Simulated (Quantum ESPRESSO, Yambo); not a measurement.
# BaTiO3 (P4mm): the gap under hydrostatic strain, part 2 of 2

Aim: the gap of BaTiO3 (P4mm) under hydrostatic strain, by PBE and G0W0.

Quantum ESPRESSO 7.5 and Yambo 5.3.0; PBE and many-body steps on it, plane waves. Known limits of the many-body steps: not at the basis limit; no spin-orbit coupling; coarse k mesh.

So far. Step 6 (G0W0, strain -1 %): The gap on the mesh goes from 1.91 eV to 3.42 eV, a correction of +1.51 eV.

## (7) G0W0, strain +1 %

Level of this step: G0W0 on PBE, plane waves, norm-conserving pseudopotentials (Yambo).

The cell differs from the one that the last finished run ended in (a 3.951 → 4.030 Å, b 3.951 → 4.030 Å, c 3.983 → 4.063 Å).

gw3.in

```
HF_and_locXC
gw0
dyson
ppa
em1d
rim_cut
RandQpts= 1000000
RandGvec= 1 RL
EXXRLvcs= 76 Ry
VXCRLvcs= 304 Ry
Chimod= "HARTREE"
% BndsRnXp
 1 | 165 |
%
NGsBlkXp= 357 RL
% LongDrXp
 1 | 1 | 1 |
%
% GbndRnge
 1 | 165 |
%
DysSolver= "n"
ExtendOut
PPAPntXp= 27.21138 eV
% QPkrange
 18 | 18 | 19 | 22 |
 1 | 1 | 19 | 22 |
%
```

Launch:

```console
$ OMP_NUM_THREADS=1 mpirun -n 4 yambo -F gw3.in -J gw3 -C gw3 > gw3.log
```

Output:

```text
 Yambo, version 5.3.0

 [02] CORE Variables Setup
 =========================

  [... cell, symmetries and grids as in the set-up ...]

  [02.05] Energies & Occupations
  ==============================

  [X] === General ===
  [X] Electronic Temperature                        :  0.000000  0.000000 [eV K]
  [X] Bosonic    Temperature                        :  0.000000  0.000000 [eV K]
  [X] Finite Temperature mode                       : no
  [X] El. density                                   :  0.60603E+24 [cm-3]
[...]
QP @ state[ 1 ] b range                          :  19  22
   QP @ state[ 2 ] K range                          :  18  18
   QP @ state[ 2 ] b range                          :  19  22
   GF energies kind                                 : Perdew, Burke & Ernzerhof(X)+Perdew, Burke & Ernzerhof(C)
   GF WF`s kind                                     : Perdew, Burke & Ernzerhof(X)+Perdew, Burke & Ernzerhof(C)
   Xs energies kind                                 : Perdew, Burke & Ernzerhof(X)+Perdew, Burke & Ernzerhof(C)
   Xs WF`s kind                                     : Perdew, Burke & Ernzerhof(X)+Perdew, Burke & Ernzerhof(C)

 [11] Game Over & Game summary
```

Run time: 19 min. Hardware: 4 MPI ranks of Arm Neoverse N1, shared host; peak memory 2.4 GiB; 74 min of CPU time.

This step gave:

```
G0W0 gap on the points computed              : 3.236 eV
starting gap on the mesh                     : 1.788 eV
k of the valence top                         : -0.5, -0.5, -0.5
k of the conduction bottom                   : 0, 0, 0
least direct G0W0 gap on the computed points : 3.644 eV
```

The gap on the mesh goes from 1.79 eV to 3.24 eV, a correction of +1.45 eV.

Again on this cell's own states.

## (8) G0W0, strain -2 %

The cell differs from the one that the last finished run ended in (a 4.030 → 3.911 Å, b 4.030 → 3.911 Å, c 4.063 → 3.943 Å).

gw4.in is the same as gw3.in of step 7.

Launch:

```console
$ OMP_NUM_THREADS=1 mpirun -n 4 yambo -F gw4.in -J gw4 -C gw4 > gw4.log
```

Output:

```text
 Yambo, version 5.3.0

 [02] CORE Variables Setup
 =========================

  [... cell, symmetries and grids as in the set-up ...]

  [02.05] Energies & Occupations
  ==============================

  [X] === General ===
  [X] Electronic Temperature                        :  0.000000  0.000000 [eV K]
  [X] Bosonic    Temperature                        :  0.000000  0.000000 [eV K]
  [X] Finite Temperature mode                       : no
  [X] El. density                                   :  0.66340E+24 [cm-3]
[...]
QP @ state[ 1 ] b range                          :  19  22
   QP @ state[ 2 ] K range                          :  18  18
   QP @ state[ 2 ] b range                          :  19  22
   GF energies kind                                 : Perdew, Burke & Ernzerhof(X)+Perdew, Burke & Ernzerhof(C)
   GF WF`s kind                                     : Perdew, Burke & Ernzerhof(X)+Perdew, Burke & Ernzerhof(C)
   Xs energies kind                                 : Perdew, Burke & Ernzerhof(X)+Perdew, Burke & Ernzerhof(C)
   Xs WF`s kind                                     : Perdew, Burke & Ernzerhof(X)+Perdew, Burke & Ernzerhof(C)

 [11] Game Over & Game summary
```

The job ended after 19 min (4 MPI ranks; peak memory 2.4 GiB).

Numbers from this step:

```yaml
g0w0_gap_on_the_points_computed: 3.513 eV
starting_gap_on_the_mesh: 1.978 eV
k_of_the_valence_top: -0.5, -0.5, -0.5
k_of_the_conduction_bottom: 0, 0, 0
least_direct_g0w0_gap_on_the_computed_points: 3.854 eV
```

The gap on the mesh goes from 1.98 eV to 3.51 eV, a correction of +1.54 eV.

Again on this cell's own states.

## (9) G0W0, strain +2 %

The cell differs from the one that the last finished run ended in (a 3.911 → 4.070 Å, b 3.911 → 4.070 Å, c 3.943 → 4.103 Å).

gw5.in is the same as gw4.in of step 8.

Launch:

```console
$ OMP_NUM_THREADS=1 mpirun -n 4 yambo -F gw5.in -J gw5 -C gw5 > gw5.log
```

Output:

```text
 Yambo, version 5.3.0

 [02] CORE Variables Setup
 =========================

  [... cell, symmetries and grids as in the set-up ...]

  [02.05] Energies & Occupations
  ==============================

  [X] === General ===
  [X] Electronic Temperature                        :  0.000000  0.000000 [eV K]
  [X] Bosonic    Temperature                        :  0.000000  0.000000 [eV K]
  [X] Finite Temperature mode                       : no
  [X] El. density                                   :  0.58838E+24 [cm-3]
[...]
QP @ state[ 1 ] b range                          :  19  22
   QP @ state[ 2 ] K range                          :  18  18
   QP @ state[ 2 ] b range                          :  19  22
   GF energies kind                                 : Perdew, Burke & Ernzerhof(X)+Perdew, Burke & Ernzerhof(C)
   GF WF`s kind                                     : Perdew, Burke & Ernzerhof(X)+Perdew, Burke & Ernzerhof(C)
   Xs energies kind                                 : Perdew, Burke & Ernzerhof(X)+Perdew, Burke & Ernzerhof(C)
   Xs WF`s kind                                     : Perdew, Burke & Ernzerhof(X)+Perdew, Burke & Ernzerhof(C)

 [11] Game Over & Game summary
```

Wall time 20 min (4 MPI ranks); peak memory 2.4 GiB.

This step gave:

| Item | Value |
| --- | --- |
| G0W0 gap on the points computed | 3.139 eV |
| starting gap on the mesh | 1.724 eV |
| k of the valence top | -0.5, -0.5, -0.5 |
| k of the conduction bottom | 0, 0, 0 |
| least direct G0W0 gap on the computed points | 3.564 eV |

The gap on the mesh goes from 1.72 eV to 3.14 eV, a correction of +1.42 eV.

Again on this cell's own states.

## (10) The series

One mesh (4×4×4), Godby-Needs plasmon pole, 165 bands in every cell; hydrostatic strain per length. Fractional positions are the same in all cells, though this structure has free coordinates, so these are clamped-ion slopes.

```tsv
strain (%)	PBE gap (eV)	G0W0 gap (eV)	least direct G0W0 gap (eV)	G0W0 edges
-2	1.978	3.513	3.854	(-0.500, -0.500, -0.500) to Γ
-1	1.915	3.424	3.790	(-0.500, -0.500, -0.500) to Γ
+0	1.851	3.332	3.721	(-0.500, -0.500, -0.500) to Γ
+1	1.788	3.236	3.644	(-0.500, -0.500, -0.500) to Γ
+2	1.724	3.139	3.564	(-0.500, -0.500, -0.500) to Γ
```

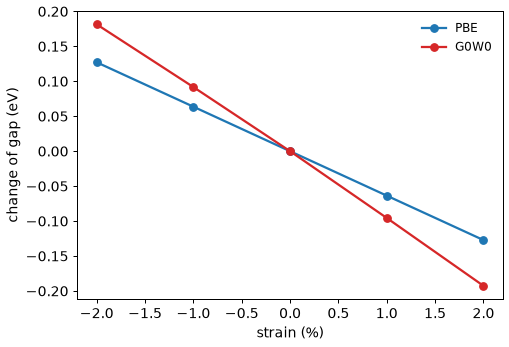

The change of gap against strain.

## (11) What came out

| Property | Result |
| --- | --- |
| slope under compression | −64 (PBE) and −91 (G0W0) meV per % |
| slope under tension | −64 (PBE) and −96 (G0W0) meV per % |
| ions | clamped: fractional positions held |
| GW settings, unstrained cell | 4×4×4 mesh, 165 bands |
| known limits | not at the basis limit; no spin-orbit coupling; coarse k mesh |

In words: On the side of compression the slopes of gap against strain are −64 (PBE) and −91 (G0W0) meV per %. On the side of tension the slopes of gap against strain are −64 (PBE) and −96 (G0W0) meV per %. One line through all points gives volume deformation potentials of -2.12 eV (PBE) and -3.12 eV (G0W0). Gaps are read on the mesh, so a valley between its points is missed. Bands and cutoff are finite, so the gap is not at the basis limit. The miss can reach some tenths of an eV and take either sign; the mesh is an error of its own. In the G0W0 run levels were corrected at 2 k points alone, so a gap called «on the mesh» is the least over those, and an edge elsewhere would be missed. The 4×4×4 mesh is coarse for this cell, which bears on the long-range parts of exchange and screening. The many-body steps are scalar-relativistic: spin-orbit coupling is not in them.

[Paths, hosts, dates, memory and timing lines, banners, echoed tables and standing remarks are left out of the program output.]

[Logs are printed without paths, hosts, clocks, repeated set-up lines and the standing remarks that a program may print on its own settings, such as how far it seeks lower states.]

[Runs of the session that timed out or met a known fault of the program may be left out.]

[Hosts, paths, dates, database ids (printed as entryN), source tags and the programs' standing remarks are cut or masked in the printed files.]
